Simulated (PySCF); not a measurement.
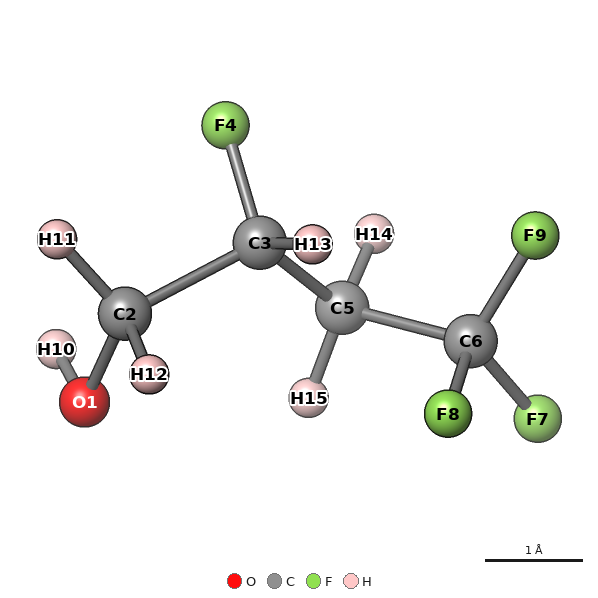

Orthographic view. Atoms fade into the background with distance from the viewer. Geometry: a frame of a GFN2-xTB molecular-dynamics simulation, not a minimum.

Write a MOL file (V2000) with the atoms in numerical order, bonds sorted by atom number with the orders drawn, and coordinates in the frame of the picture: x right, y up, z towards the viewer, origin at the mean position.

```
C4H6F4O
                    3D

 15 14  0  0  0  0  0  0  0  0999 V2000
   -2.0800   -0.9600   -0.2900 O   0  0  0  0  0  0  0  0  0  0  0  0
   -1.6600   -0.0500    0.6400 C   0  0  0  0  0  0  0  0  0  0  0  0
   -0.2700    0.6900    0.2900 C   0  0  2  0  0  0  0  0  0  0  0  0
   -0.6200    1.9000   -0.2000 F   0  0  0  0  0  0  0  0  0  0  0  0
    0.5800    0.0200   -0.7900 C   0  0  0  0  0  0  0  0  0  0  0  0
    1.9100   -0.3300   -0.0400 C   0  0  0  0  0  0  0  0  0  0  0  0
    2.6000   -1.1300   -0.9200 F   0  0  0  0  0  0  0  0  0  0  0  0
    1.6800   -1.0800    0.9900 F   0  0  0  0  0  0  0  0  0  0  0  0
    2.5800    0.7600    0.3700 F   0  0  0  0  0  0  0  0  0  0  0  0
   -2.3700   -0.4100   -1.0300 H   0  0  0  0  0  0  0  0  0  0  0  0
   -2.3600    0.7200    0.9700 H   0  0  0  0  0  0  0  0  0  0  0  0
   -1.4100   -0.6700    1.4800 H   0  0  0  0  0  0  0  0  0  0  0  0
    0.2800    0.6700    1.2000 H   0  0  0  0  0  0  0  0  0  0  0  0
    0.9100    0.7800   -1.5100 H   0  0  0  0  0  0  0  0  0  0  0  0
    0.2400   -0.9100   -1.1400 H   0  0  0  0  0  0  0  0  0  0  0  0
  1  2  1  0
  1 10  1  0
  2  3  1  0
  2 11  1  0
  2 12  1  0
  3  4  1  0
  3  5  1  0
  3 13  1  0
  5  6  1  0
  5 14  1  0
  5 15  1  0
  6  7  1  0
  6  8  1  0
  6  9  1  0
M  END
```
